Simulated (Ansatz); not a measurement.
# C3H4FNO: the cost of one run

All numbers below are computed with Ansatz 0.2.0 (RKS r2SCAN/STO-3G).

## (1) The starting structure

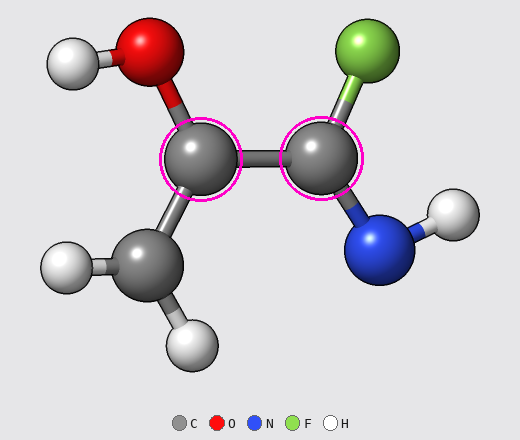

The starting structure, seen from a chosen angle (carbon grey, oxygen red, nitrogen blue, fluorine green, hydrogen white). Ringed: C2, C4.

As a file:

```xyz
10

C     0.3833   -1.3953    0.2482
C     0.0205   -0.0775    0.4996
O    -0.0918    0.4126    1.7756
C    -0.1702    0.8795   -0.6291
N    -0.2092    0.5809   -1.9011
F    -0.5507    2.1488   -0.3111
H     0.4211   -1.7072   -0.7846
H     0.5764   -2.0544    1.0119
H     0.1443   -0.2987    2.4450
H    -0.4407    1.4601   -2.3515
```

## (2) End point A

input.yaml

```yaml
crystal:
  periodic: [false, false, false]
  atoms:
    - { symbol: C, position_ang: [0.3833, -1.3953, 0.2482] }
    - { symbol: C, position_ang: [0.0205, -0.0775, 0.4996] }
    - { symbol: O, position_ang: [-0.0918, 0.4126, 1.7756] }
    - { symbol: C, position_ang: [-0.1702, 0.8795, -0.6291] }
    - { symbol: "N", position_ang: [-0.2092, 0.5809, -1.9011] }
    - { symbol: F, position_ang: [-0.5507, 2.1488, -0.3111] }
    - { symbol: H, position_ang: [0.4211, -1.7072, -0.7846] }
    - { symbol: H, position_ang: [0.5764, -2.0544, 1.0119] }
    - { symbol: H, position_ang: [0.1443, -0.2987, 2.445] }
    - { symbol: H, position_ang: [-0.4407, 1.4601, -2.3515] }
basis:
  gaussian: { orbitals: STO-3G }
hamiltonian:
  xc: r2scan
relax:
  f_tol: 0.015
  max_steps: 40
output:
  orbitals: {}
```

Command:

```console
> ansatz run input.yaml --threads 1 --pin off --max-ram 2048MiB --backend cpu --events-out ev --progress --plain --runs-dir out
```

**Question.** How long does this run take on 1 thread of Intel Xeon at 2.50GHz (Skylake/Cascade Lake), shared host, and how much memory does it need?

About 54 s, with a peak of 0.17 GiB.
